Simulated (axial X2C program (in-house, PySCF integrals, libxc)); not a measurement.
# SnAs: from the state search to constants, part 2 of 2

Computed with an in-house X2C program for linear molecules on PySCF integrals; all-electron X2C, Sn dyall-cv3z, As dyall-cv3z.

### 9 PBE0, 2c

State followed: Ω = 3/2 (excess of +ω over −ω: ω = 3/2). The scan is laid around 2.444 Å, a first estimate of the minimum, and this SCF restarts from the orbitals of the search.

Output at 2.444 Å:

```text
two-component X2C + atomic mean field  PBE0
basis functions 232  fitting functions 1239  grid points 5803
iter        total energy     max residual
   1      -8433.486585458     6.51e-06
   2      -8433.486585464     5.37e-06
   3      -8433.486585466     4.72e-06
   4      -8433.486585470     2.94e-06
   5      -8433.486585472     1.70e-06
   6      -8433.486585472     1.20e-06
converged
one-electron -12343.31866518  Coulomb 3807.26376786  exact exchange -61.60896683  xc functional -188.75817714  nuclear repulsion 357.25957366  atomic mean-field constant -4.32411783
```

Along the bond, energies from the lowest point:

| R (Å) | E (eV) | μ (D) | HOMO (eV) | LUMO (eV) | iterations |
| --- | --- | --- | --- | --- | --- |
| 2.126 | 0.9949 | -0.98 | -6.20 | -4.60 | 13 |
| 2.224 | 0.4027 | -1.25 | -6.26 | -4.40 | 13 |
| 2.297 | 0.1530 | -1.45 | -6.23 | -4.27 | 13 |
| 2.371 | 0.0288 | -1.64 | -6.07 | -4.15 | 13 |
| 2.444 | 0.0000 | -1.82 | -5.93 | -4.04 | 6 |
| 2.530 | 0.0541 | -2.00 | -5.77 | -3.93 | 13 |
| 2.615 | 0.1710 | -2.10 | -5.64 | -3.83 | 14 |
| 2.725 | 0.3686 | -2.15 | -5.53 | -3.74 | 14 |
| 2.860 | 0.6350 | -2.17 | -5.46 | -3.65 | 13 |
| 3.055 | 1.0212 | -2.27 | -5.43 | -3.56 | 14 |

Dipoles are positive if As is the positive end.

Outer spinors at the reference distance:

```json
{"ω": "3/2", "occupied": "yes", "ε (eV)": "-29.34", "atomic character": "100% Sn d", "λ mixture": "85% δ, 15% π"}
{"ω": "-3/2", "occupied": "yes", "ε (eV)": "-29.33", "atomic character": "100% Sn d", "λ mixture": "85% δ, 15% π"}
{"ω": "-1/2", "occupied": "yes", "ε (eV)": "-29.18", "atomic character": "100% Sn d", "λ mixture": "59% π, 41% σ"}
{"ω": "1/2", "occupied": "yes", "ε (eV)": "-29.18", "atomic character": "100% Sn d", "λ mixture": "59% π, 41% σ"}
{"ω": "5/2", "occupied": "yes", "ε (eV)": "-28.35", "atomic character": "100% Sn d", "λ mixture": "100% δ"}
{"ω": "-5/2", "occupied": "yes", "ε (eV)": "-28.34", "atomic character": "100% Sn d", "λ mixture": "100% δ"}
{"ω": "3/2", "occupied": "yes", "ε (eV)": "-28.20", "atomic character": "100% Sn d", "λ mixture": "85% π, 15% δ"}
{"ω": "-3/2", "occupied": "yes", "ε (eV)": "-28.18", "atomic character": "100% Sn d", "λ mixture": "85% π, 15% δ"}
{"ω": "-1/2", "occupied": "yes", "ε (eV)": "-28.17", "atomic character": "100% Sn d", "λ mixture": "59% σ, 41% π"}
{"ω": "1/2", "occupied": "yes", "ε (eV)": "-28.17", "atomic character": "100% Sn d", "λ mixture": "59% σ, 41% π"}
{"ω": "1/2", "occupied": "yes", "ε (eV)": "-16.69", "atomic character": "69% As s, 15% Sn s, 9% Sn p", "λ mixture": "100% σ"}
{"ω": "-1/2", "occupied": "yes", "ε (eV)": "-15.78", "atomic character": "65% As s, 19% Sn s, 9% Sn p", "λ mixture": "100% σ"}
{"ω": "1/2", "occupied": "yes", "ε (eV)": "-11.51", "atomic character": "61% Sn s, 20% As p, 12% As s", "λ mixture": "100% σ"}
{"ω": "-1/2", "occupied": "yes", "ε (eV)": "-11.32", "atomic character": "58% Sn s, 18% As p, 15% As s", "λ mixture": "100% σ"}
{"ω": "-1/2", "occupied": "yes", "ε (eV)": "-6.68", "atomic character": "70% As p, 25% Sn p, 4% Sn d", "λ mixture": "100% π"}
{"ω": "3/2", "occupied": "yes", "ε (eV)": "-6.49", "atomic character": "71% As p, 23% Sn p, 4% Sn d", "λ mixture": "100% π"}
{"ω": "1/2", "occupied": "yes", "ε (eV)": "-6.49", "atomic character": "46% As p, 40% Sn p, 10% Sn s", "λ mixture": "99% σ, 1% π"}
{"ω": "-1/2", "occupied": "yes", "ε (eV)": "-6.29", "atomic character": "46% As p, 41% Sn p, 9% Sn s", "λ mixture": "99% σ, 1% π"}
{"ω": "1/2", "occupied": "yes", "ε (eV)": "-5.93", "atomic character": "53% As p, 42% Sn p, 2% Sn d", "λ mixture": "100% π"}
{"ω": "-3/2", "occupied": "no", "ε (eV)": "-4.04", "atomic character": "50% As p, 46% Sn p, 2% Sn d", "λ mixture": "100% π"}
{"ω": "-1/2", "occupied": "no", "ε (eV)": "-2.54", "atomic character": "69% Sn p, 22% As p, 4% As d", "λ mixture": "99% π, 1% σ"}
{"ω": "3/2", "occupied": "no", "ε (eV)": "-2.30", "atomic character": "71% Sn p, 20% As p, 4% As d", "λ mixture": "100% π"}
{"ω": "1/2", "occupied": "no", "ε (eV)": "-2.27", "atomic character": "51% Sn p, 38% As p, 6% Sn d", "λ mixture": "99% π, 1% σ"}
```

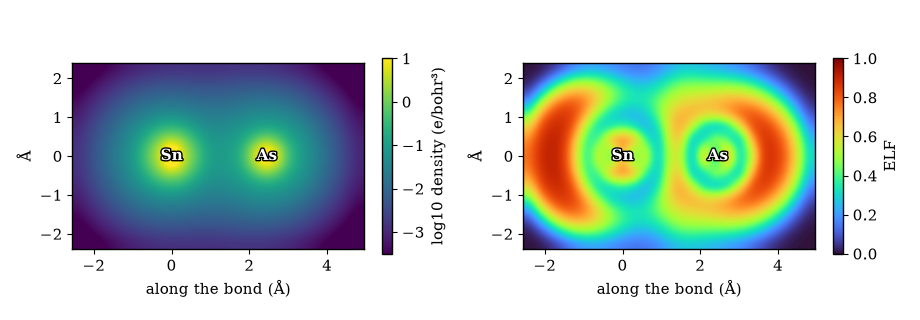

PBE0 fields in a plane through the axis, from a grid of 0.3 Å; Sn lies at z = 0 and As at z = 2.444 Å; the ELF is damped to zero where the density is low.

Re = 2.433 Å, ωe = 285.0 cm⁻¹, Be = 0.06175 cm⁻¹, De = 2.65 eV, μ = -1.79 D.

### 10 HF, 2c

The SCF at the reference distance of 2.444 Å:

```text
two-component X2C + atomic mean field  HF
basis functions 232  fitting functions 1239  grid points 5803
iter        total energy     max residual
   1      -8429.555308839     2.95e-01
   2      -8429.592941412     6.75e-03
   3      -8429.594956975     5.19e-03
   4      -8429.595778036     4.27e-03
   5      -8429.596708043     3.96e-03
   6      -8429.597558808     3.91e-03
   7      -8429.598276975     3.94e-03
   8      -8429.599859172     3.75e-03
   9      -8429.603325475     2.36e-03
  10      -8429.603141370     1.42e-03
  11      -8429.603390317     1.12e-03
  12      -8429.603556892     7.77e-04
  13      -8429.603616623     7.94e-05
  14      -8429.603611152     2.16e-04
  15      -8429.603617723     3.93e-05
  16      -8429.603617831     2.32e-05
  17      -8429.603617926     1.24e-05
  18      -8429.603617948     7.88e-06
  19      -8429.603617962     5.18e-06
  20      -8429.603617967     2.17e-06
  21      -8429.603617969     8.40e-07
converged
one-electron -12342.51792872  Coulomb 3806.63059221  exact exchange -246.65173729  xc functional 0.00000000  nuclear repulsion 357.25957366  atomic mean-field constant -4.32411783
```

No constants are quoted: the dipole of the solution doesn't run smoothly along the scan, a sign that its character may change, so the fit is set aside.

### 11 PBEsol, 2c

Output at 2.444 Å:

```text
two-component X2C + atomic mean field  PBEsol
basis functions 232  fitting functions 1239  grid points 5803
iter        total energy     max residual
   1      -8428.916804846     2.61e-01
   2      -8428.923779734     1.10e-02
   3      -8428.898717634     3.30e-02
   4      -8428.916051646     1.91e-02
   5      -8428.925908422     1.45e-03
   6      -8428.925958146     9.16e-04
   7      -8428.925980281     8.04e-05
   8      -8428.925980975     3.57e-05
   9      -8428.925981245     1.71e-05
  10      -8428.925981257     1.53e-05
  11      -8428.925981261     1.01e-06
  12      -8428.925981261     2.13e-07
converged
one-electron -12342.41740093  Coulomb 3806.24890566  exact exchange 0.00000000  xc functional -245.69294181  nuclear repulsion 357.25957366  atomic mean-field constant -4.32411783
```

Re = 2.443 Å, ωe = 278.9 cm⁻¹, ωexe = 0.583 cm⁻¹, Be = 0.06126 cm⁻¹, De = 3.24 eV, μ = -1.57 D.

### 12 MP2 and beyond, 2c

Correlated methods: 9 electrons correlated (frozen shells, counted by type: Sn 4 s, 3 p, 2 d; As 3 s, 2 p, 1 d), 293 virtual spinors in MP2, 90 natural virtuals in coupled cluster.

Output of the correlated part at 2.444 Å:

```text
correlated 9  virtual 293  natural virtual 90  E(MP2) -0.160717686  MP2 remainder -0.005111043
iter   CCSD correlation   residual
   1     -0.174723447   1.37e-01
   2     -0.183497126   7.38e-02
   3     -0.186393465   4.84e-02
   4     -0.189713881   3.49e-02
   5     -0.190818388   1.51e-02
   6     -0.191237569   4.68e-03
   7     -0.191257554   1.75e-03
   8     -0.191262860   8.64e-04
   9     -0.191259023   4.79e-04
  10     -0.191257474   2.22e-04
  11     -0.191258256   9.74e-05
  12     -0.191258521   4.25e-05
  13     -0.191259042   2.01e-05
  14     -0.191259414   9.22e-06
  15     -0.191259726   5.33e-06
  16     -0.191259891   3.07e-06
  17     -0.191260026   1.90e-06
  18     -0.191260101   9.79e-07
  19     -0.191260127   4.63e-07
  20     -0.191260133   2.70e-07
(T) -0.011335961  T1 0.1111  D1 0.2707  max T2 0.123
```

MP2: No constants are quoted: the dipole of the HF reference doesn't run smoothly along the scan, a sign that its character may change, so the fit is set aside.

CCSD: No constants are quoted: the dipole of the HF reference doesn't run smoothly along the scan, a sign that its character may change, so the fit is set aside.

CCSD(T): No constants are quoted: the dipole of the HF reference doesn't run smoothly along the scan, a sign that its character may change, so the fit is set aside.

### 13 A higher determinant, 2c

State: Ω = 1/2 (excess of +ω over −ω: ω = 1/2).

Output at the reference distance:

```text
two-component X2C + atomic mean field  PBE0
basis functions 232  fitting functions 1239  grid points 5803
iter        total energy     max residual
   1      -8433.478867507     5.13e-06
   2      -8433.478867515     5.68e-06
   3      -8433.478867518     4.27e-06
   4      -8433.478867523     3.97e-06
   5      -8433.478867527     1.46e-06
   6      -8433.478867528     7.70e-07
converged
one-electron -12343.14520688  Coulomb 3807.09346489  exact exchange -61.60779672  xc functional -188.75478464  nuclear repulsion 357.25957366  atomic mean-field constant -4.32411783
```

| R (Å) | E above the lowest PBE0 point (eV) |
| --- | --- |
| 2.126 | 0.834 |
| 2.224 | 0.496 |
| 2.297 | 0.359 |
| 2.371 | 0.237 |
| 2.444 | 0.210 |
| 2.530 | 0.268 |
| 2.615 | 0.394 |
| 2.725 | 0.609 |
| 2.860 | 0.896 |

No constants are quoted: the dipole of the solution doesn't run smoothly along the scan, a sign that its character may change, so the fit is set aside.

### 14 The 2c curves together

Energy (eV) of the followed determinant, 2c, from each level's lowest point:

| R (Å) | PBE0 | HF (dipole not smooth) | MP2 (HF's dipole not smooth) | CCSD (HF's dipole not smooth) | CCSD(T) (HF's dipole not smooth) | PBEsol |
| --- | --- | --- | --- | --- | --- | --- |
| 2.126 | 0.995 | 1.317 | 0.822 | n/a | n/a | 1.012 |
| 2.224 | 0.403 | 0.680 | 0.275 | 0.461 | 0.476 | 0.422 |
| 2.297 | 0.153 | 0.378 | 0.097 | 0.188 | 0.195 | 0.169 |
| 2.371 | 0.029 | 0.182 | 0.019 | 0.046 | 0.048 | 0.038 |
| 2.444 | 0.000 | 0.064 | 0.000 | 0.000 | 0.000 | 0.000 |
| 2.530 | 0.054 | 0.002 | 0.028 | 0.032 | 0.035 | 0.044 |
| 2.615 | 0.171 | 0.000 | 0.095 | 0.123 | 0.134 | 0.157 |
| 2.725 | 0.369 | 0.059 | 0.222 | 0.287 | 0.315 | 0.369 |
| 2.860 | 0.635 | 0.184 | 0.425 | n/a | n/a | 0.680 |
| 3.055 | 1.021 | 0.375 | 0.792 | n/a | n/a | 1.142 |

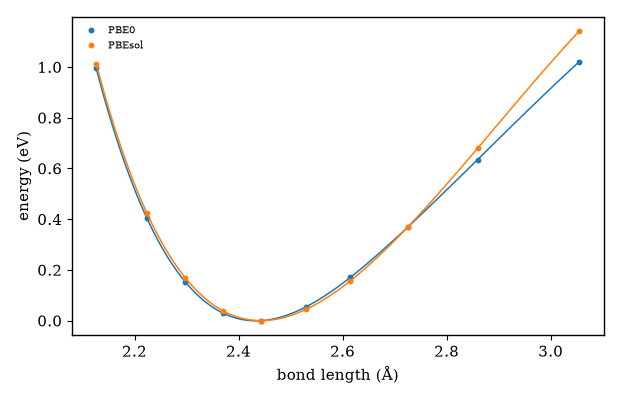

Curves of the followed state, 2c, each from its own lowest point. Left out: HF, MP2, CCSD, CCSD(T).

The whole job took 4 min on 1 thread of Arm Neoverse V1, shared host; peak memory 0.68 GiB.

### 15 What came out

What follows sums up all 2 parts.

Lowest determinant that the search found at its distance, spin-free: M_S = 1/2, Λ = 1 (beyond closed shells: π+α, π+β, π-α).

Lowest determinant that the search found at its distance, 2c: Ω = 3/2 (excess of +ω over −ω: ω = 3/2).

```
Hamiltonian   level  Re (Å)  ωe (cm⁻¹)  De (eV)  μ (D)
  spin-free    PBE0   2.430      289.4     2.58  -1.84
  spin-free  PBEsol   2.442      280.9     3.16  -1.61
         2c    PBE0   2.433      285.0     2.65  -1.79
         2c  PBEsol   2.443      278.9     3.24  -1.57
```

Dipoles are positive if As is the positive end. No constants: spin-free HF (the dipole of the solution doesn't run smoothly along the scan, a sign that its character may change, so the fit is set aside); spin-free MP2 (the dipole of the HF reference doesn't run smoothly along the scan, a sign that its character may change, so the fit is set aside); spin-free CCSD (the dipole of the HF reference doesn't run smoothly along the scan, a sign that its character may change, so the fit is set aside); spin-free CCSD(T) (the dipole of the HF reference doesn't run smoothly along the scan, a sign that its character may change, so the fit is set aside); 2c HF (the dipole of the solution doesn't run smoothly along the scan, a sign that its character may change, so the fit is set aside); 2c MP2 (the dipole of the HF reference doesn't run smoothly along the scan, a sign that its character may change, so the fit is set aside); 2c CCSD (the dipole of the HF reference doesn't run smoothly along the scan, a sign that its character may change, so the fit is set aside); 2c CCSD(T) (the dipole of the HF reference doesn't run smoothly along the scan, a sign that its character may change, so the fit is set aside).

Time per point (s) on 1 thread of Arm Neoverse V1, shared host (2c runs); the times are rough: PBE0 1.6, PBEsol 0.59.

What this shows: At PBE0, going from spin-free to two-component changes Re by +3 mÅ, ωe by -1.5 %, which is small (part of it comes from the scalar share of the two-electron terms). It costs about 1.6 times the time. De moves by +0.07 eV; both De rest on single-determinant atoms, which can miss part of an open shell's spin–orbit lowering.

De refers to Sn + As, each in the lowest determinant found, which need not be this curve's own limit. Each curve is one determinant whose occupation by symmetry is held fixed; it was picked as the lowest of a PBE0 search that is not exhaustive. De is counted from the lowest determinant-based energies of the atoms at the same level, without counterpoise correction. Density functionals use the spin component along the axis (collinear). At some level an empty orbital lies below a filled one. The spin-free determinant is spin-contaminated at some levels.
